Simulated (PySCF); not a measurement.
Consider B2H8La (charge +1).

Input

```
mol = gto.M(atom='''
La    -0.00002    -0.00002    -0.52431
B      2.04107     0.00204     0.92311
H      2.96037     0.02385     1.69286
H      1.11200    -0.78532     1.27850
H      2.32169    -0.31555    -0.25884
H      1.43660     1.11575     0.82417
B     -2.04106    -0.00203     0.92315
H     -2.96042    -0.02381     1.69285
H     -1.11200     0.78531     1.27859
H     -2.32159     0.31556    -0.25882
H     -1.43664    -1.11578     0.82423''',
    basis={'La': 'lcecp-1-SVP', 'B': 'def2-SVP', 'H': 'def2-SVP'},
    ecp={'La': 'lcecp-1-SVP'},
    charge=1, spin=0)
mf = dft.RKS(mol, xc='PBE0')
mf.grids.atom_grid = (75, 302)  # f atoms: at least (60, 302), unpruned
mf = mf.density_fit()  # La AutoAux, B def2-universal-JKFIT, H def2-universal-JKFIT
mf.conv_tol = 1e-09; mf.max_cycle = 55
mf.kernel(dm0)
```

Launched as:

```sh
OMP_NUM_THREADS=2 python run.py
```

Core potentials replace the inner electrons of La.

Computed with RKS PBE0, La lcecp-1-SVP with ECP46, B def2-SVP, H def2-SVP; non-relativistic Hamiltonian with scalar-relativistic core potentials where named; density fitting (PySCF).

**What will maps of the electron density and electron localisation function show?**

La–B (2.50 Å): the density is about 0.39 e/Å³ at the midpoint, with its minimum of 0.35 e/Å³ about 1.4 Å from La; the ELF is about 0.15 at the midpoint.
B–H (1.20 Å): the density is about 1.2 e/Å³ at the midpoint; the ELF climbs to about 1 towards the hydrogen, as it does in any bond to H; a covalent bond by its length.

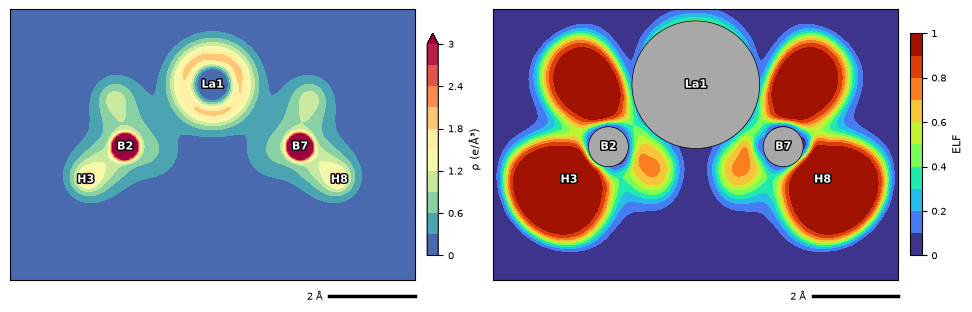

Computed electron density and electron localisation function on the plane of atoms B2, La1 and B7, in this order. Grey discs cover the atomic cores in the ELF map. 
